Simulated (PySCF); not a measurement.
SMILES [SiH3][SiH2]Cl (H5ClSi2), singlet at its PBE/def2-SVP optimised geometry (Å):

```
8

Si     1.2382    -0.2892     0.0000
Si    -1.1145    -0.2892     0.0000
Cl    -1.7572     1.7037     0.0000
H      1.7413     0.4205     1.2270
H      1.7572    -1.7037    -0.0007
H      1.7414     0.4218    -1.2262
H     -1.6701    -0.9695    -1.2212
H     -1.6702    -0.9690     1.2214
```

Level of theory: PBE/def2-TZVP (PySCF). Cells within 0.4 Å of a nucleus heavier than hydrogen are left out (blank, or x).

Map of the log10 of the electron density (e/bohr³), floored at −4 on the plane z = 0.0 Å:

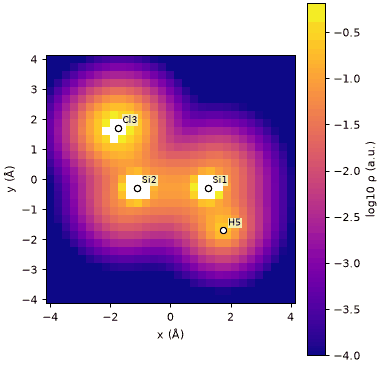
*Log10 of the electron density (e/bohr³), floored at −4 on the plane z = 0.0 Å.*
